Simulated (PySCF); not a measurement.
# UMP2/pc-0 run of C2H2ClSi (SMILES [C]#C[SiH2]Cl)

What is the vertical ionisation energy of C2H2ClSi at UMP2/pc-0? 

Program for the calculation: PySCF 2.14.0.

## (1) Starting point

C2H2ClSi: 6 atoms, total charge 0, spin state doublet. As SMILES, `[C]#C[SiH2]Cl`. Geometry: relaxed at PBE0-D4/def2-TZVP.

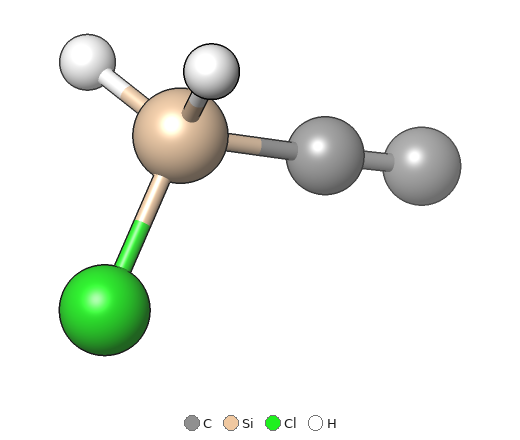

Viewed from a chosen angle; carbon grey, silicon light orange, chlorine green, hydrogen white.

## (2) The energy at UMP2/pc-0

start.xyz

```xyz
6

C      0.868400    -2.059200     1.138400
C      0.473000    -1.050800     0.595000
Si    -0.084700     0.485400    -0.206000
Cl    -1.795500     0.115200    -1.263900
H      0.959500     0.950800    -1.141600
H     -0.378700     1.494700     0.831900
```

input.py

```python
from pyscf import gto, scf, mp

mol = gto.M(
    atom='start.xyz',
    max_memory=1860,
    spin=1,
    basis='pc-0',
    charge=0,
    verbose=4,
)

hf = scf.UHF(mol)
hf.conv_tol = 1e-10
hf.kernel()
if not hf.converged:
    hf = hf.newton().run(hf.mo_coeff, hf.mo_occ)

pt = mp.MP2(hf, frozen=12).run()
e_tot = pt.e_tot
print(f'total energy: {e_tot:.8f} hartree')
```

The run is started by

```console
$ OMP_NUM_THREADS=1 python input.py
```

Log:

```text
PySCF version 2.14.0

[INPUT] num. atoms = 6
[INPUT] num. electrons = 45
[INPUT] charge = 0
[INPUT] spin (= nelec alpha-beta = 2S) = 1
[INPUT] symmetry False subgroup None
[INPUT] Mole.unit = angstrom
[INPUT] Symbol           X                Y                Z      unit          X                Y                Z       unit  Magmom
[INPUT]  1 C      0.868400000000  -2.059200000000   1.138400000000 AA    1.641038166572  -3.891324035704   2.151264220205 Bohr   0.0
[INPUT]  2 C      0.473000000000  -1.050800000000   0.595000000000 AA    0.893840456919  -1.985724211693   1.124387044116 Bohr   0.0
[INPUT]  3 Si    -0.084700000000   0.485400000000  -0.206000000000 AA   -0.160059802751   0.917273060864  -0.389283581660 Bohr   0.0
[INPUT]  4 Cl    -1.795500000000   0.115200000000  -1.263900000000 AA   -3.393003256657   0.217696449550  -2.388424848838 Bohr   0.0
[INPUT]  5 H      0.959500000000   0.950800000000  -1.141600000000 AA    1.813192216520   1.796751599236  -2.157311343803 Bohr   0.0
[INPUT]  6 H     -0.378700000000   1.494700000000   0.831900000000 AA   -0.715639283373   2.824573638387   1.572063163026 Bohr   0.0

nuclear repulsion = 166.882499284889
number of shells = 10
number of NR pGTOs = 86
number of NR cGTOs = 48
basis = pc-0
ecp = {}

[... 85 lines left out ...]
converged SCF energy = -824.610631442046  <S^2> = 1.190183  2S+1 = 2.4001525
[... 1 line left out ...]
******** <class 'pyscf.mp.ump2.UMP2'> ********
nocc = (np.int64(11), np.int64(10)), nmo = (36, 36)
frozen orbitals 12
E(UMP2) = -824.808535071755  E_corr = -0.197903629709526
E(SCS-UMP2) = -824.806054171186  E_corr = -0.195422729140059
E_corr(same-spin) = -0.0485326459746604
E_corr(oppo-spin) = -0.149370983734866
total energy: -824.80853507 hartree
```

Run time: 0.98 s. Hardware: 1 thread of Arm Neoverse V1, shared host; peak memory 0.15 GiB.

## (3) The singlet cation

input.py

```python
from pyscf import gto, scf, mp

mol = gto.M(
    atom='''
C      0.868400    -2.059200     1.138400
C      0.473000    -1.050800     0.595000
Si    -0.084700     0.485400    -0.206000
Cl    -1.795500     0.115200    -1.263900
H      0.959500     0.950800    -1.141600
H     -0.378700     1.494700     0.831900
''',
    verbose=3,
    charge=1,
    max_memory=1860,
    basis='pc-0',
    spin=0,
)

hf = scf.RHF(mol)
hf.conv_tol = 1e-10
hf.kernel()
if not hf.converged:
    hf = hf.newton().run(hf.mo_coeff, hf.mo_occ)

pt = mp.MP2(hf, frozen=12).run()
energy = pt.e_tot
print('E = %.10f Eh' % energy)
```

The run is started by

```console
$ OMP_NUM_THREADS=1 python input.py
```

Log:

```text
converged SCF energy = -824.07168820081
E(RMP2) = -824.334678687835  E_corr = -0.262990487025291
E(SCS-RMP2) = -824.333938105884  E_corr = -0.262249905073914
E = -824.3346786878 Eh
```

Wall time 0.9 s (1 thread of Arm Neoverse V1, shared host); peak memory 0.15 GiB.

## (4) Summary of results

At UMP2/pc-0, 12 core orbitals frozen:

```
                                                                    quantity          value
                                              doublet C2H2ClSi: total energy  -824.80854 Eh
                      doublet C2H2ClSi: dipole moment (Hartree–Fock density)         2.55 D
doublet C2H2ClSi: HOMO energy (Hartree–Fock orbitals) (highest over α and β)      -11.90 eV
 doublet C2H2ClSi: LUMO energy (Hartree–Fock orbitals) (lowest over α and β)        1.20 eV
              doublet C2H2ClSi: correlation energy (12 core orbitals frozen)     -197.9 mEh
                         doublet C2H2ClSi: ⟨S²⟩ of the reference determinant          1.190
                                                singlet cation: total energy  -824.33468 Eh
                         singlet cation: HOMO energy (Hartree–Fock orbitals)      -17.00 eV
                         singlet cation: LUMO energy (Hartree–Fock orbitals)      -11.75 eV
                       singlet cation: HOMO–LUMO gap (Hartree–Fock orbitals)        5.25 eV
                singlet cation: correlation energy (12 core orbitals frozen)     -263.0 mEh
                          vertical ionisation energy (to the singlet cation)      12.894 eV
```

In words: The vertical ionisation energy comes to 12.89 eV (297 kcal/mol). Only the singlet of the ionised species was computed; a triplet could lie lower. ⟨S²⟩ (doublet C2H2ClSi) is 1.19 where a pure doublet has 0.75: the reference is spin-contaminated. Mulliken charges (doublet C2H2ClSi) of the mean-field density run from -0.39 on C2 to +0.76 on Si3.
